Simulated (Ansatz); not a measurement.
The calculation's input:

```
crystal:
  periodic: [false, false, false]
  atoms:
    - {symbol: Sn, position_ang: [-0.867632, 0.266854, -0.383256]}
    - {symbol: Cl, position_ang: [2.262123, -1.292250, 1.215015]}
    - {symbol: Cl, position_ang: [-0.503491, -1.530279, -1.727905]}
    - {symbol: Cl, position_ang: [-1.631844, -0.294433, 1.683463]}
    - {symbol: Cl, position_ang: [-2.235225, 1.788523, -1.386992]}
    - {symbol: H, position_ang: [2.172822, -0.095915, 0.752611]}
    - {symbol: F, position_ang: [0.803146, 1.157400, -0.152936]}
basis:
  gaussian: {orbitals: def2-TZVPP}
hamiltonian: {xc: pbe0, dispersion: d4}
output: {orbitals: {seedname: orbitals}}
```

Command:

```sh
ansatz run in.yaml --threads 8 --pin off --events-out ev --progress --plain --max-ram 19148MiB
```

The product side of a reaction path; geometry: PBE0-D4/def2-TZVP; core potentials replace the inner electrons of Sn.

Level of theory: RKS PBE0-D4/def2-TZVPP (Ansatz 0.2.0).

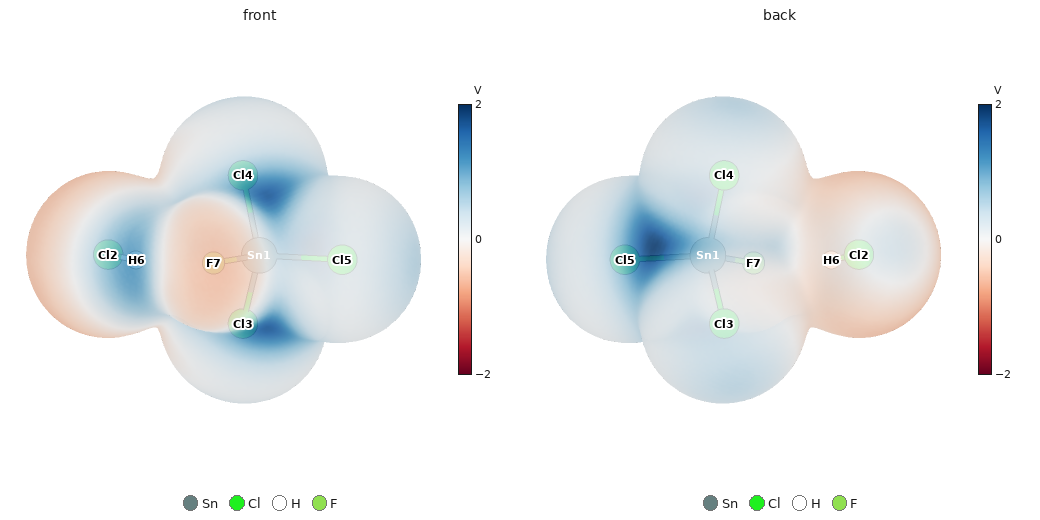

Cl3FSn···HCl. The electrostatic potential painted on the density surface at 0.001 e/bohr³, seen from the front and from behind; the colour scale runs from red (negative) to blue (positive).

Question: Which sites attract a positive test charge, and which a negative one?

Answer: A positive charge is drawn to the negative regions and a negative charge to the positive ones. The most negative region (about −0.5 V, or −12 kcal/mol for a unit charge) lies over Cl2 and F7, the most positive (about +1.7 V, or +39 kcal/mol for a unit charge) over Sn1. Cl2 shows a σ-hole: about +0.2 V at the tip opposite its bond, against about −0.4 V, or −9 kcal/mol for a unit charge on its flanks. Cl3 shows a σ-hole: about +0.5 V, or +12 kcal/mol for a unit charge at the tip opposite its bond, against about 0.0 V on its flanks. Cl4 shows a σ-hole: about +0.5 V, or +12 kcal/mol for a unit charge at the tip opposite its bond, against about 0.0 V on its flanks.
